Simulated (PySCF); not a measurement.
Bond stretch in SMILES CN. The C1–N5 bond (C1 also carries H, H, H; N5 carries H, H) is pulled apart rigidly from the PBE0/def2-TZVP optimised geometry.

- UKS-BLYP = unrestricted BLYP/def2-TZVP (PySCF)
- UHF/def2-TZVP (PySCF)
- UKS-BHandHLYP = unrestricted BHandHLYP/def2-TZVP in PySCF

Magnitude of the dipole moment (D; its direction can reverse along the curve, and a method can change to another solution) and Mulliken charge of the fragment that holds C1:

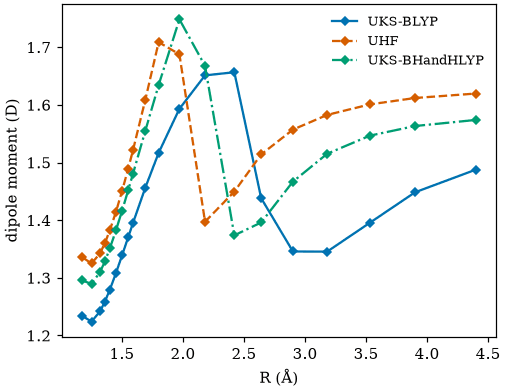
Figure. Dipole moment against bond length.

| R / Å | μ UKS-BLYP | q UKS-BLYP | μ UHF | q UHF | μ UKS-BHandHLYP | q UKS-BHandHLYP |
|---|---|---|---|---|---|---|
| 1.17 | 1.23 | -0.17 | 1.34 | 0.00 | 1.30 | -0.09 |
| 1.25 | 1.22 | -0.05 | 1.32 | 0.08 | 1.29 | 0.01 |
| 1.32 | 1.24 | 0.02 | 1.34 | 0.11 | 1.31 | 0.06 |
| 1.36 | 1.26 | 0.04 | 1.36 | 0.12 | 1.33 | 0.08 |
| 1.40 | 1.28 | 0.06 | 1.38 | 0.12 | 1.35 | 0.09 |
| 1.45 | 1.31 | 0.08 | 1.41 | 0.13 | 1.38 | 0.10 |
| 1.50 | 1.34 | 0.09 | 1.45 | 0.13 | 1.42 | 0.11 |
| 1.55 | 1.37 | 0.10 | 1.49 | 0.13 | 1.45 | 0.12 |
| 1.59 | 1.40 | 0.11 | 1.52 | 0.13 | 1.48 | 0.12 |
| 1.69 | 1.46 | 0.11 | 1.61 | 0.14 | 1.55 | 0.13 |
| 1.80 | 1.52 | 0.12 | 1.71 | 0.16 | 1.63 | 0.14 |
| 1.97 | 1.59 | 0.12 | 1.69 | 0.14 | 1.75 | 0.15 |
| 2.18 | 1.65 | 0.12 | 1.40 | 0.05 | 1.67 | 0.12 |
| 2.42 | 1.66 | 0.12 | 1.45 | 0.01 | 1.37 | 0.05 |
| 2.64 | 1.44 | 0.08 | 1.51 | 0.00 | 1.40 | 0.02 |
| 2.90 | 1.35 | 0.05 | 1.56 | 0.00 | 1.47 | 0.00 |
| 3.18 | 1.35 | 0.03 | 1.58 | 0.00 | 1.52 | 0.00 |
| 3.53 | 1.40 | 0.01 | 1.60 | 0.00 | 1.55 | 0.00 |
| 3.90 | 1.45 | 0.00 | 1.61 | 0.00 | 1.56 | 0.00 |
| 4.40 | 1.49 | 0.00 | 1.62 | 0.00 | 1.57 | 0.00 |

The unrestricted determinant behind UKS-BLYP is spin-contaminated at 2.42 to 4.40 Å (<S²> up to 1.0, against 0.00 for a pure singlet). The unrestricted determinant behind UHF is spin-contaminated at 1.97 to 4.40 Å (<S²> up to 1.0, against 0.00 for a pure singlet). The unrestricted determinant behind UKS-BHandHLYP is spin-contaminated at 2.18 to 4.40 Å (<S²> up to 1.0, against 0.00 for a pure singlet).
